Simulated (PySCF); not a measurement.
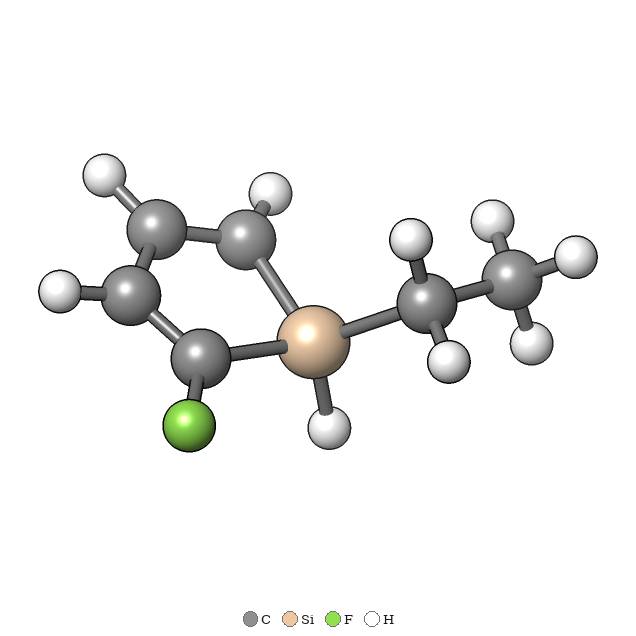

A ball-and-stick model of a molecule.

Computed geometry: GFN2-xTB optimisation. No frequency run is at hand to confirm it as a minimum.

What is the molecular formula?

C₆H₉FSi, 17 atoms: 6 carbon, 9 hydrogen, 1 fluorine and 1 silicon.

Write the SMILES.

CC[Si@@H]1C=CC=C1F

Give the symmetry (Schoenflies symbol).

C1.

The parts below concern this one geometry. Atoms keep their numbers from picture to picture.

**Dipole moment**

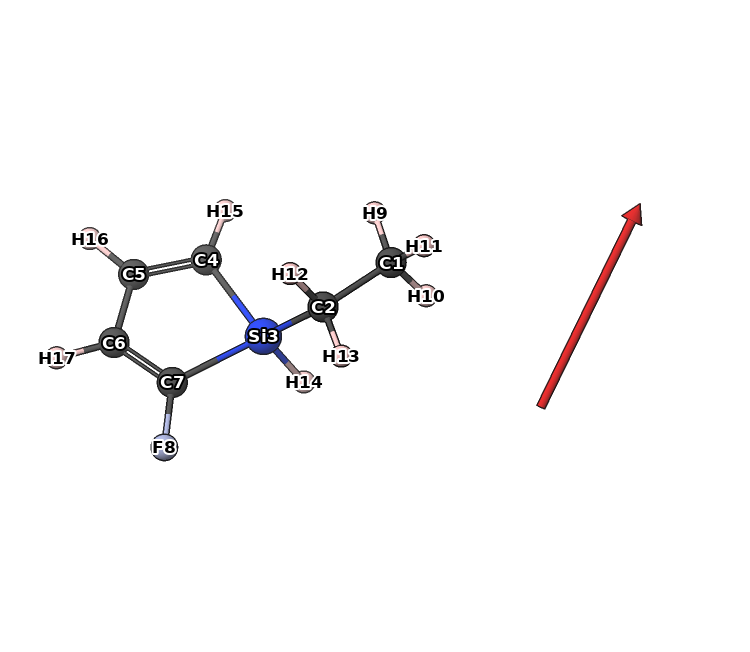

The arrow beside the molecule shows the direction of the dipole moment, from the negative to the positive end (its length means nothing). No frequency run is at hand to confirm it as a minimum. Properties computed with B3LYP/def2-SVPD, gas phase (PySCF 2.14.0).

Estimate the dipole moment.

1.71 D; it points from the side of F8 to the side of H9 (the outermost atoms at the two ends).

**Excitation**

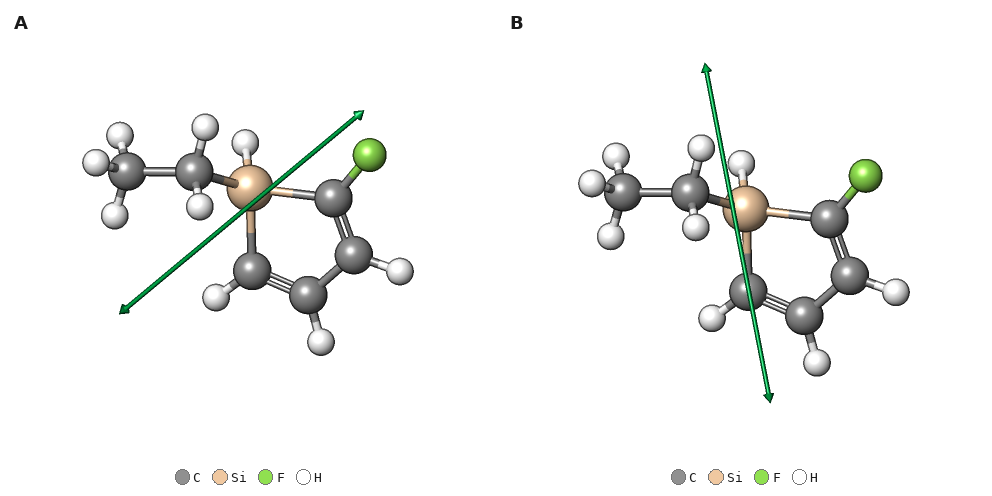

The double arrows show the directions of two transition dipoles from the ground state (lengths mean nothing). No frequency run is at hand to confirm it as a minimum. Level of theory: TDDFT B3LYP/def2-SVPD, vertical, gas phase, core orbitals frozen in the response (PySCF 2.14.0).

One belongs to singlet state 1 and one to singlet state 7. Which is which?

A: state 1, 4.07 eV (305 nm), oscillator strength 0.048, mainly HOMO → LUMO (weight 0.98).
B: state 7, 6.29 eV (197 nm), oscillator strength 0.018, mainly HOMO−3 → LUMO (weight 0.68).

**Polarisability**

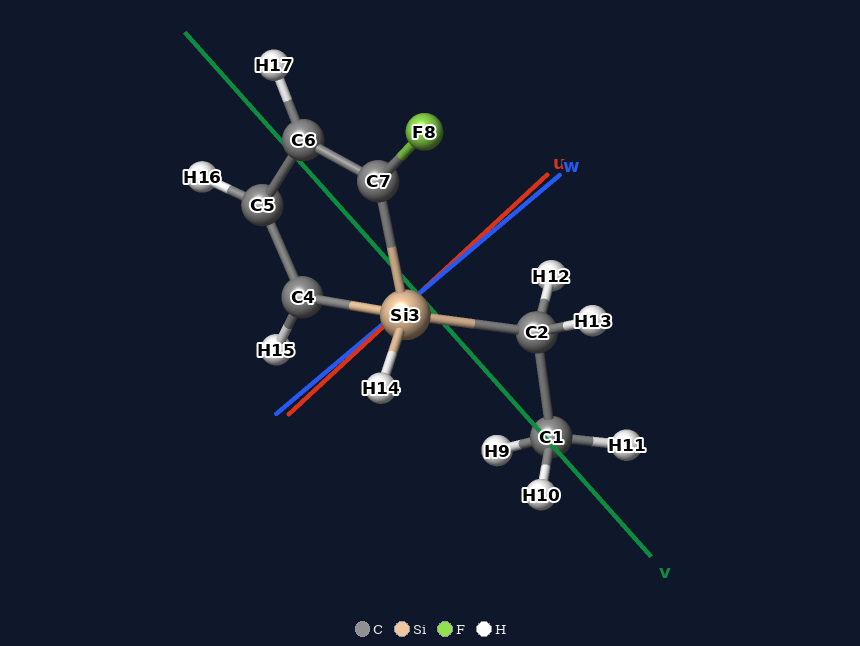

The lines u, v and w are the principal axes of the static dipole polarisability. No frequency run is at hand to confirm it as a minimum. Computed with B3LYP/def2-SVPD (PySCF 2.14.0).

Along which axis is the molecule most polarisable, and along which least?

Most along v (close to the long direction C1···C6), least along u.

Give the three principal values.

u 73.0, v 116.9, w 93.8 bohr³; mean 94.6, anisotropy 38.1 bohr³.

The geometry is semi-empirical. Around Si such bond lengths and angles can be off by a tenth of an ångström or more and by several degrees, and values that hang on the shape move with them.
